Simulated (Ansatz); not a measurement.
The calculation's input:

```
crystal:
  periodic: [false, false, false]
  atoms:
    - {symbol: Cu, position_ang: [0.000867, 0.009621, -1.574449]}
    - {symbol: P, position_ang: [0.000283, -0.002739, 0.644144]}
    - {symbol: H, position_ang: [0.796811, -0.939182, 1.337180]}
    - {symbol: H, position_ang: [-1.205822, -0.232150, 1.340105]}
    - {symbol: H, position_ang: [0.407812, 1.148634, 1.351218]}
    - {symbol: H, position_ang: [0.000049, 0.015817, -3.098196]}
basis:
  gaussian: {orbitals: def2-TZVP, initial_orbitals: start.molden}
hamiltonian: {xc: pbe0, dispersion: d4}
output: {orbitals: {seedname: orbitals}}
```

Run with:

```sh
ansatz run in.yaml --threads 4 --pin off --events-out ev --progress --plain --max-ram 3916MiB
```

Geometry: PBE0-D4/def2-TZVP.

Level of theory: RKS PBE0-D4/def2-TZVP in Ansatz.

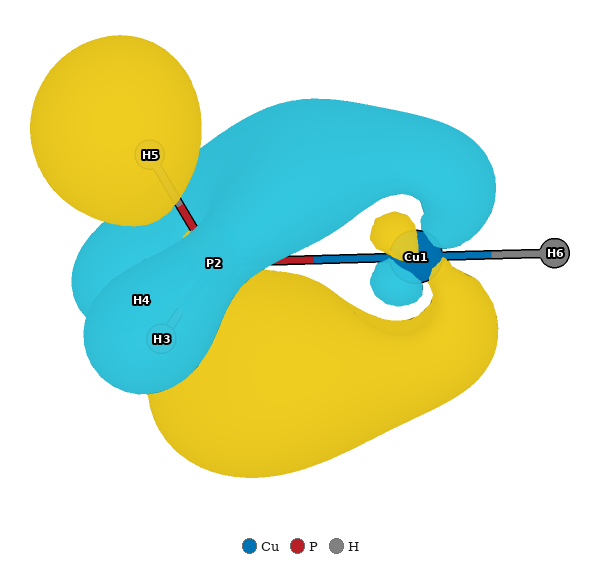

CuH4P (Cu(PH3)H). The LUMO at ±0.1 Å⁻³ᐟ² (yellow and cyan are the two phases), seen at a tilt.

> Describe this orbital and give its energy.

It lies mainly on P2 (about 45 %), Cu1 (about 25 %), H3 (about 10 %), H4 (about 10 %) and H5 (about 10 %). It is one of a degenerate set, so its orientation is arbitrary. Its energy is −0.63 eV.
